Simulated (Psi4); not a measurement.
**Single-point calculation of BNH₄ (charge +1) (part 2 of 2)**

Continued. System: BNH₄, charge +1, multiplicity 2. Method: r2SCAN/pcseg-4, UKS (Psi4 1.11). The geometry is that of the parent species in another charge or spin state. The geometry comes from this level: PBE0-D4/def2-TZVP.

Geometry of the input (Å):
```
B  -0.1282  -0.6796  -0.0256
N  0.1461  0.6774  0.0108
H  0.2258  -1.3680  0.8875
H  -0.7120  -1.1287  -0.9692
H  -0.1216  1.3137  -0.7208
H  0.6320  1.1214  0.7713
```

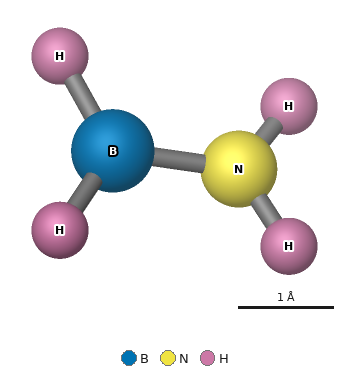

*The structure (ball-and-stick view, seen at a tilt).*

**Output, continued**
```
     345A     14.259250   346A     14.288982   347A     14.347295
     348A     14.351578   349A     14.430316   350A     14.601548
     351A     14.619933   352A     14.843642   353A     14.905195
     354A     15.128613   355A     15.201667   356A     15.311378
     357A     15.408210   358A     15.545748   359A     15.591232
     360A     15.699989   361A     15.757071   362A     15.806045
     363A     15.900473   364A     16.382052   365A     16.573039
     366A     16.606487   367A     16.683120   368A     17.189376
     369A     17.191505   370A     17.196179   371A     17.197421
     372A     17.235052   373A     17.291024   374A     17.298460
     375A     17.328928   376A     17.347291   377A     17.389457
     378A     17.396537   379A     17.402086   380A     17.423011
     381A     17.434857   382A     17.498539   383A     17.593978
     384A     17.828657   385A     17.857972   386A     17.964118
     387A     18.212772   388A     18.242292   389A     18.251140
     390A     18.282963   391A     18.317654   392A     18.404670
     393A     18.421931   394A     18.532902   395A     18.724275
     396A     18.990675   397A     19.123173   398A     19.637267
     399A     19.791398   400A     19.878655   401A     19.959701
     402A     20.079131   403A     20.165844   404A     20.408019
     405A     20.847831   406A     20.894275   407A     20.924853
     408A     21.018346   409A     21.295779   410A     21.356106
     411A     21.456981   412A     21.695926   413A     22.063450
     414A     22.225389   415A     22.369475   416A     23.791047
     417A     23.855360   418A     23.975246   419A     24.013974
     420A     24.155442   421A     24.199853   422A     24.390259
     423A     24.522467   424A     24.734137   425A     25.012812
     426A     26.011967   427A     26.057365   428A     27.127901
     429A     47.259881   430A     48.332894   431A     48.382923
     432A     48.789631   433A     49.229479   434A     49.599590
     435A     93.257821   436A     93.284474   437A     93.417477
     438A     93.446250   439A     93.481703   440A     93.516867
     441A     93.685372   442A     93.708092   443A     94.003322
     444A     94.024257   445A     94.555012   446A     94.645581

    Beta Occupied:

       1A    -14.559560     2A     -6.911113     3A     -1.168392
       4A     -0.826251     5A     -0.823855     6A     -0.629385
       7A     -0.548761

    Beta Virtual:

       8A     -0.543940     9A     -0.263069    10A     -0.188467
      11A     -0.148723    12A     -0.091054    13A     -0.083093
      14A     -0.076807    15A     -0.057941    16A     -0.052481
      17A     -0.033395    18A     -0.029010    19A     -0.025305
      20A     -0.006127    21A     -0.001903    22A      0.013400
      23A      0.022420    24A      0.038214    25A      0.065504
      26A      0.073114    27A      0.073348    28A      0.099953
      29A      0.114507    30A      0.130624    31A      0.139891
      32A      0.140861    33A      0.162020    34A      0.184325
      35A      0.188504    36A      0.207262    37A      0.221897
      38A      0.236119    39A      0.263457    40A      0.274583
      41A      0.296384    42A      0.308423    43A      0.317824
      44A      0.332985    45A      0.366230    46A      0.378318
      47A      0.382513    48A      0.389586    49A      0.398162
      50A      0.420194    51A      0.431927    52A      0.446161
      53A      0.455749    54A      0.473365    55A      0.474831
      56A      0.521480    57A      0.526692    58A      0.543050
      59A      0.574179    60A      0.576258    61A      0.605665
      62A      0.644296    63A      0.718350    64A      0.731392
      65A      0.752096    66A      0.764642    67A      0.786948
      68A      0.846382    69A      0.857042    70A      0.878424
      71A      0.907256    72A      0.909431    73A      0.950625
      74A      0.961119    75A      0.964101    76A      0.971430
      77A      0.981743    78A      0.997272    79A      0.997838
      80A      1.019641    81A      1.071592    82A      1.076943
      83A      1.081670    84A      1.106155    85A      1.119680
      86A      1.156111    87A      1.184147    88A      1.193450
      89A      1.199523    90A      1.204156    91A      1.207385
      92A      1.255507    93A      1.257854    94A      1.271297
      95A      1.295247    96A      1.353437    97A      1.356707
      98A      1.373249    99A      1.405502   100A      1.409144
     101A      1.433404   102A      1.435323   103A      1.456121
     104A      1.477936   105A      1.499107   106A      1.528037
     107A      1.600072   108A      1.621989   109A      1.673768
     110A      1.790868   111A      1.819537   112A      1.822395
     113A      1.854176   114A      1.854810   115A      1.921271
     116A      1.955139   117A      1.969731   118A      1.975397
     119A      2.008462   120A      2.168244   121A      2.194764
     122A      2.199788   123A      2.217962   124A      2.269053
     125A      2.288180   126A      2.293475   127A      2.395472
     128A      2.420980   129A      2.453771   130A      2.474392
     131A      2.475317   132A      2.520699   133A      2.558844
     134A      2.587093   135A      2.611518   136A      2.715887
     137A      2.748788   138A      2.791370   139A      2.814439
     140A      2.814659   141A      2.873517   142A      2.890270
     143A      2.898548   144A      2.965559   145A      2.982283
     146A      2.994415   147A      3.043687   148A      3.068776
     149A      3.101428   150A      3.162621   151A      3.181791
     152A      3.206398   153A      3.256774   154A      3.279813
     155A      3.281172   156A      3.305554   157A      3.392767
     158A      3.419048   159A      3.423555   160A      3.478269
     161A      3.478945   162A      3.500358   163A      3.528093
     164A      3.589709   165A      3.608156   166A      3.610426
     167A      3.619758   168A      3.678885   169A      3.713235
     170A      3.723602   171A      3.724484   172A      3.736261
     173A      3.789070   174A      3.800213   175A      3.803843
     176A      3.843760   177A      3.852345   178A      3.885005
     179A      3.885404   180A      3.911364   181A      3.990307
     182A      4.031987   183A      4.039423   184A      4.066636
     185A      4.135348   186A      4.165847   187A      4.168278
     188A      4.204541   189A      4.246279   190A      4.300539
     191A      4.317971   192A      4.321940   193A      4.367220
     194A      4.410021   195A      4.467523   196A      4.478346
     197A      4.531828   198A      4.620120   199A      4.624467
     200A      4.627526   201A      4.727967   202A      4.801838
     203A      4.810380   204A      4.836760   205A      4.844228
     206A      4.896953   207A      4.900919   208A      4.970625
     209A      5.081587   210A      5.087393   211A      5.127226
     212A      5.151309   213A      5.354585   214A      5.439639
     215A      5.464162   216A      5.509991   217A      5.647759
     218A      5.661451   219A      5.778050   220A      5.796861
     221A      5.799258   222A      5.805126   223A      5.923507
     224A      6.004956   225A      6.037925   226A      6.079558
     227A      6.163299   228A      6.251248   229A      6.283737
     230A      6.302579   231A      6.399877   232A      6.439610
     233A      6.447301   234A      6.630756   235A      6.648649
     236A      6.965285   237A      7.025013   238A      7.076565
     239A      7.086357   240A      7.426881   241A      7.481119
     242A      7.517560   243A      7.593251   244A      7.720058
     245A      7.785924   246A      7.810895   247A      7.870663
     248A      7.982627   249A      8.023271   250A      8.029804
     251A      8.298017   252A      8.380001   253A      8.463644
     254A      8.511604   255A      8.615615   256A      8.618590
     257A      8.764991   258A      8.771545   259A      8.780165
     260A      8.822304   261A      8.846395   262A      8.863453
     263A      8.899319   264A      8.924488   265A      8.981033
     266A      9.012866   267A      9.019024   268A      9.103617
     269A      9.131649   270A      9.211574   271A      9.244935
     272A      9.300279   273A      9.309735   274A      9.391023
     275A      9.429218   276A      9.528943   277A      9.581195
     278A      9.621884   279A      9.664160   280A      9.668502
     281A      9.738664   282A      9.742578   283A      9.824978
     284A      9.827585   285A      9.850121   286A      9.876848
     287A     10.019097   288A     10.040783   289A     10.050322
     290A     10.096681   291A     10.131662   292A     10.162595
     293A     10.187309   294A     10.244551   295A     10.335224
     296A     10.541805   297A     10.588937   298A     10.793142
     299A     10.813914   300A     10.875451   301A     10.898932
     302A     10.923948   303A     11.034120   304A     11.209756
     305A     11.304704   306A     11.312313   307A     11.450661
     308A     11.479639   309A     11.577943   310A     11.606749
     311A     11.638837   312A     11.675459   313A     11.736414
     314A     11.743530   315A     11.899397   316A     12.055227
     317A     12.061122   318A     12.308798   319A     12.323283
     320A     12.402049   321A     12.410584   322A     12.459805
     323A     12.611788   324A     12.643134   325A     12.695136
     326A     12.714726   327A     12.771483   328A     12.783749
     329A     12.811496   330A     12.903987   331A     12.965525
     332A     13.014901   333A     13.052307   334A     13.062725
     335A     13.227109   336A     13.246420   337A     13.314213
     338A     13.367102   339A     13.429882   340A     13.596705
     341A     13.617525   342A     13.682625   343A     14.068619
     344A     14.177743   345A     14.183157   346A     14.211721
     347A     14.258650   348A     14.292376   349A     14.409000
     350A     14.570075   351A     14.589954   352A     14.796937
     353A     14.888615   354A     15.070565   355A     15.184953
     356A     15.265142   357A     15.348117   358A     15.491932
     359A     15.543506   360A     15.672985   361A     15.712113
     362A     15.806970   363A     15.844528   364A     16.314188
     365A     16.513562   366A     16.514206   367A     16.592413
     368A     17.063337   369A     17.100847   370A     17.120403
     371A     17.157143   372A     17.185867   373A     17.187306
     374A     17.192409   375A     17.194500   376A     17.316875
     377A     17.340070   378A     17.373929   379A     17.382209
     380A     17.392807   381A     17.414745   382A     17.444123
     383A     17.504589   384A     17.683211   385A     17.821338
     386A     17.916247   387A     18.063129   388A     18.131048
     389A     18.205450   390A     18.217987   391A     18.295721
     392A     18.355872   393A     18.397710   394A     18.526840
     395A     18.619739   396A     18.936763   397A     19.117291
     398A     19.460868   399A     19.780687   400A     19.783948
     401A     19.857257   402A     19.909366   403A     20.150335
     404A     20.252895   405A     20.803947   406A     20.841734
     407A     20.919065   408A     20.951266   409A     21.125940
     410A     21.181007   411A     21.295775   412A     21.551986
     413A     22.040578   414A     22.226282   415A     22.241843
     416A     23.786762   417A     23.813972   418A     23.827858
     419A     23.903772   420A     24.152222   421A     24.196338
     422A     24.249883   423A     24.386699   424A     24.729315
     425A     25.008819   426A     25.869172   427A     25.919898
     428A     27.123572   429A     47.234861   430A     48.317199
     431A     48.365101   432A     48.746919   433A     49.230122
     434A     49.608641   435A     93.132384   436A     93.149271
     437A     93.252076   438A     93.290502   439A     93.410388
     440A     93.432549   441A     93.475993   442A     93.511161
     443A     93.996482   444A     94.017796   445A     94.273842
     446A     94.364393

    Final Occupation by Irrep:
              A
    DOCC [     7 ]
    SOCC [     1 ]
    NA   [     8 ]
    NB   [     7 ]

  @DF-UKS Final Energy:   -81.60868600745710

   => Energetics <=

    Nuclear Repulsion Energy =             32.3160930479412229
    One-Electron Energy =                -168.1141104518785596
    Two-Electron Energy =                  66.3550897363450503
    DFT Exchange-Correlation Energy =     -12.1657583398648033
    Empirical Dispersion Energy =           0.0000000000000000
    VV10 Nonlocal Energy =                  0.0000000000000000
    Total Energy =                        -81.6086860074570950

  UHF NO Occupations:
  HONO-2 :    6  A 1.9996852
  HONO-1 :    7  A 1.9982217
  HONO-0 :    8  A 1.0000000
  LUNO+0 :    9  A 0.0017783
  LUNO+1 :   10  A 0.0003148
  LUNO+2 :   11  A 0.0002199
  LUNO+3 :   12  A 0.0000358

Computation Completed

Properties will be evaluated at   0.000000,   0.000000,   0.000000 [a0]

Properties computed using the SCF density matrix

 Multipole Moments:

 ------------------------------------------------------------------------------------
     Multipole            Electronic (a.u.)      Nuclear  (a.u.)        Total (a.u.)
 ------------------------------------------------------------------------------------

 L = 1.  Multiply by 2.5417464519 to convert [e a0] to [Debye]
 Dipole X            :          0.1334561            0.0811556            0.2146117
 Dipole Y            :          0.6606632            0.4016450            1.0623082
 Dipole Z            :          0.0177284            0.0107185            0.0284468
 Magnitude           :                                                    1.0841430

 ------------------------------------------------------------------------------------

	total time  =       1318 seconds =      21.97 minutes

    Psi4 run time: 0:21:58.00
```
